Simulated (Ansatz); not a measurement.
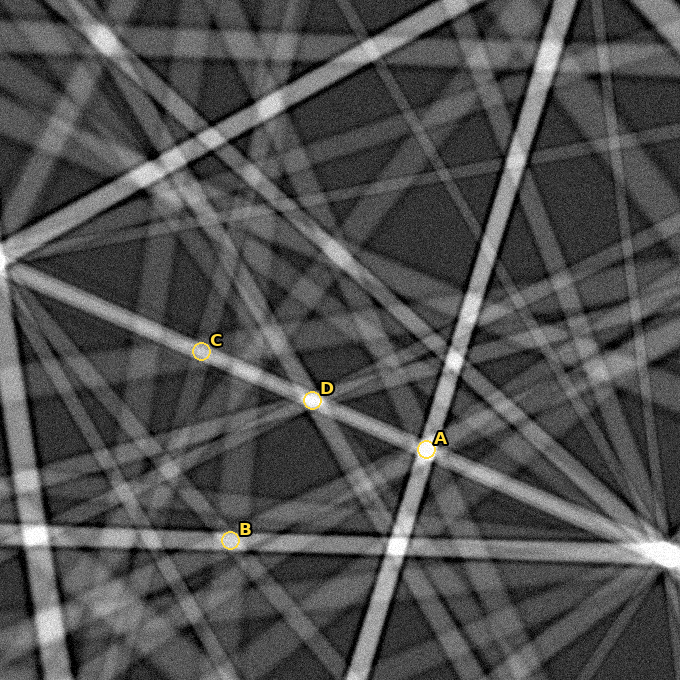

Simulated Kikuchi (electron backscatter) pattern at 30 kV: kinematic bands of width 2θ(Bragg) in gnomonic projection, seen from the camera side; the frame spans ±37° from its centre. Crystal: Al4Cr, space group P1 (No. 1), a = 5.02 Å, b = 5.33 Å, c = 8.96 Å, α = 76.18°, β = 84.95°, γ = 77.52°. Structure: a model structure set up as the input of an electronic-structure calculation (not necessarily at equilibrium).

```
Cr Al
1.0
     5.02037    0.00000    0.00000
     1.15319    5.20872    0.00000
     0.78868    2.01705    8.69391
Cr Al
3 12
Direct
  0.81950 0.43788 0.30255
  0.85065 0.71453 0.71696
  0.18290 0.22209 0.99644
  0.03420 0.67617 0.95853
  0.62213 0.39692 0.97951
  0.86372 0.02193 0.21059
  0.91799 0.25698 0.74602
  0.34237 0.25726 0.26168
  0.34283 0.53379 0.74692
  0.43398 0.90003 0.14615
  0.45976 0.05061 0.86516
  0.55461 0.70613 0.44230
  0.51138 0.20940 0.52651
  0.08166 0.57233 0.43511
  0.10976 0.00794 0.48565
```

Pole A is [210] and pole B is [331].

> Index the poles C and D.

C is [120], 29.9° from A and 22.1° from B. D is [110], 15.2° from A and 18.5° from B.

> Which band joins A and C, and how wide is it?

It comes from the planes common to both zones. The strongest order is 0 0 4 with d = 2.173 Å, so the band is 2θ = 1.8° wide (λ = 0.0698 Å). Other orders of the same planes (0 0 2, 0 0 7) lie on the same centre line with other widths.
